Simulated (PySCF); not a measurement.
C4H5N2 (doublet)

The calculation's input:

```
{"job": {"kind": "epr", "basis": "pcH-1"}, "charge": 0, "multiplicity": 2}
C      2.180235    -0.380698    -0.483358
C      1.143862     0.356979    -0.209062
N      0.313731     1.212894     0.037989
C     -1.015735     1.328153     0.102537
N     -1.878830     0.333478     0.194944
C     -1.590749    -0.899747     0.407935
H      2.791415    -0.187150    -1.347194
H      2.448231    -1.223546     0.128447
H     -1.401727     2.334506     0.109647
H     -0.600309    -1.250398     0.701126
H     -2.384701    -1.621802     0.331024
```

Launched as:

```sh
OMP_NUM_THREADS=1 python probes_run.py task.json out
```

Geometry: GFN2-xTB.

Theory: UKS B3LYP, pcH-1 on C H N, non-relativistic, mean-field spin-orbit, GIAO (PySCF).

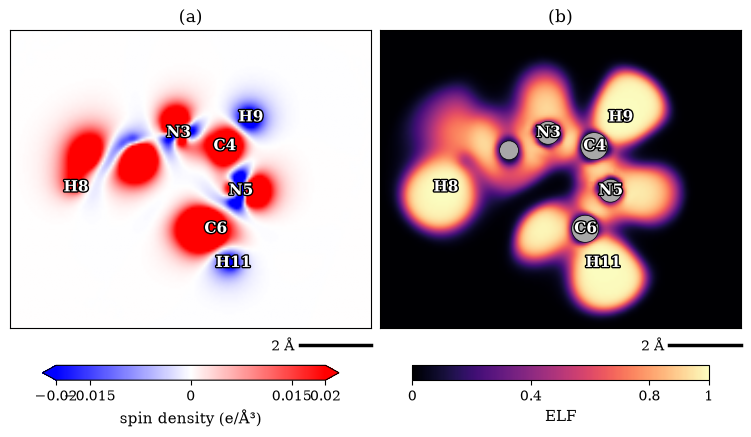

Figure 1. (a) spin density; (b) ELF on the plane of atoms N3, C4 and N5. Grey discs cover the atomic cores in the ELF map.

Q: Describe what can be read from this map.

A: Atoms in the plane: N, C and H.
C–H (1.08 Å): the ELF climbs to about 1 towards the hydrogen, as it does in any bond to H; a covalent bond by its length.
C–N (1.28 Å): the ELF peaks at about 0.90 between the atoms; a covalent bond.
C–N (1.34 Å): the ELF peaks at about 0.90 between the atoms, as expected for localised, covalent bonding.
The ELF also peaks beside N5 and N3, away from the bonds: non-bonding electrons, paired or unpaired.
The unpaired spin (1 electron) lies mostly on C6 (about 0.3), C4 (about 0.3), C2 (about 0.1) and C1 (about 0.1), in electrons by Hirshfeld's partition.

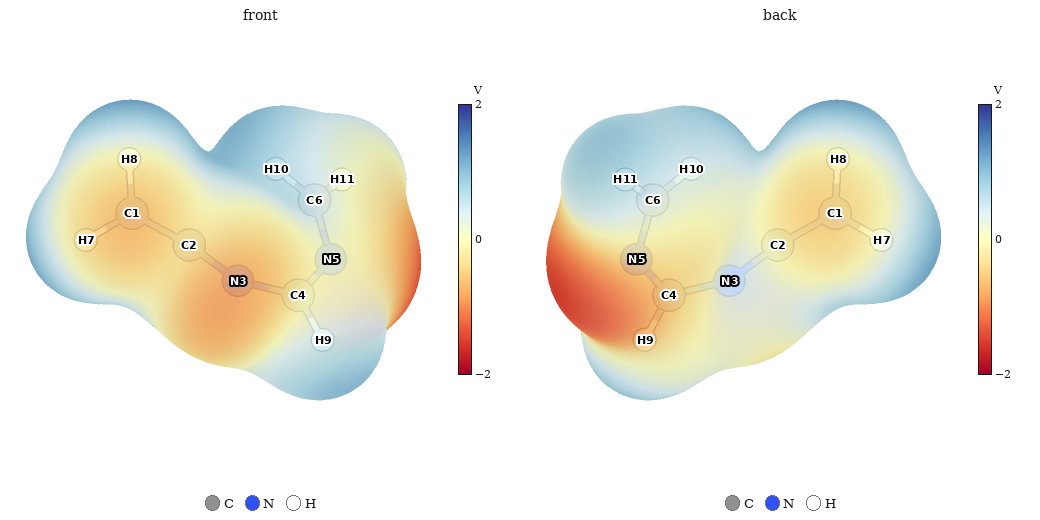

Figure 2. The electrostatic potential painted on the density surface at 0.002 e/bohr³, seen from the front and from behind; the colour scale runs from red (negative) to blue (positive).

Q: Where is the surface potential most negative and most positive?

A: The most negative region (about −1.5 V, or −35 kcal/mol for a unit charge) lies over N5, the most positive (about +1.2 V, or +28 kcal/mol for a unit charge) over H7 and H8. N5 is the likeliest acceptor of a hydrogen bond.
